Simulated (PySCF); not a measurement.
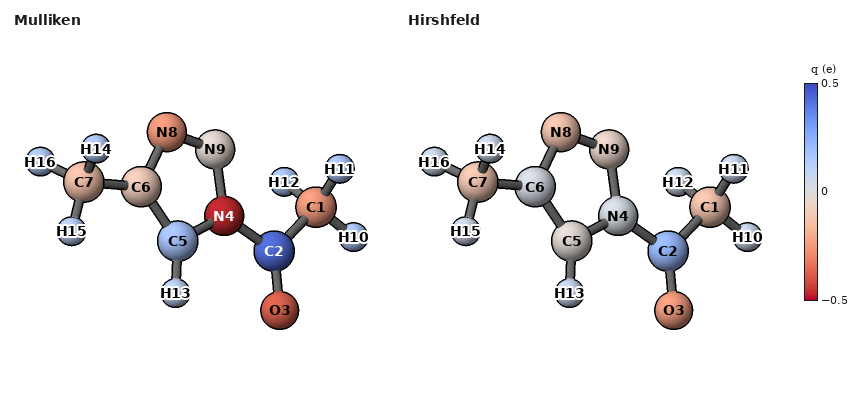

Atomic charges of one calculation by 2 schemes, on one colour scale. The geometry was computed by an optimisation with GFN2-xTB. No frequency run is at hand to confirm it as a minimum. Computed with PBE0/pcSseg-1 (PySCF 2.14.0).

> Which scheme gives the most polar picture (largest mean size of the charges)?

The Mulliken charges are the largest in size here.

> On which atom do the schemes disagree most?

On N4 (from −0.46 to 0.03 e).

List the charges (e), one line for each set of equivalent atoms.

```
    atom  Mulliken  Hirshfeld
      C1     −0.24      −0.12
      C2      0.42       0.21
      O3     −0.36      −0.23
      N4     −0.46       0.03
      C5      0.17      −0.02
      C6     −0.09       0.02
      C7     −0.13      −0.11
      N8     −0.24      −0.12
      N9     −0.03      −0.05
     H10      0.15       0.06
H11, H12      0.16       0.06
     H13      0.10       0.07
H14, H16      0.14       0.05
     H15      0.12       0.05
```
